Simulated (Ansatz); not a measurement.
# Is the response still linear at 0.25 V/Å? Ti2CO2 MXene bilayer, AB

The dipole of a slab grows in proportion to a weak field along its normal. Does the weak-field slope carry to a strong field?

How it was computed: Ansatz 0.2.0, plane waves with PAW datasets (its set soft_2), r2SCAN-D4; atoms held at their relaxed places, 18 Å of vacuum, dipole correction, cell area 7.86 Å², 18×18 k-points, smearing 0.05 eV. Without field the slab has a gap of 0.52 eV.

| run | field (V/Å) | dipole (e·Å) |
| --- | --- | --- |
| run 1 | −0.03 | −0.01429 |
| run 2 | 0.00 | 0.00000 |
| run 3 | 0.03 | 0.01429 |
| run 4 | 0.25 | ? |

Q: Estimate the withheld value from the rows shown.

A least-squares line through the 3 rows shown has slope 0.476333 and intercept 0.000000; no row lies more than 0.00001 e·Å off it. A perfect conductor with that slope would be 180.95 × 0.47633 / 7.86 = 10.97 Å thick. At 0.25 it gives 0.476333 × 0.25 + 0.000000 = 0.11908 e·Å, beyond the rows fitted. Rounding and scatter of the rows alone allow about ±0.00004 e·Å there.

The run itself gives 0.12433 e·Å: a miss of +0.00525 e·Å. That is 4.4 % of the induced dipole, a departure from the straight line; meanwhile the gap has gone from 0.52 eV to 0.19 eV.

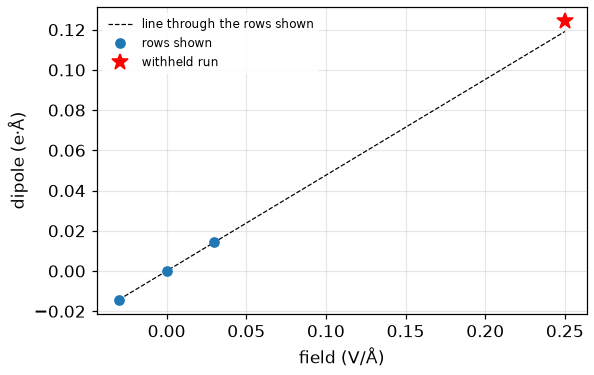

The fit and the withheld run.

**Limits.** Ions are held, so this is the electronic response. Of the series that stay linear within 1 %, this collection keeps about one in seven, and it keeps all that bend.
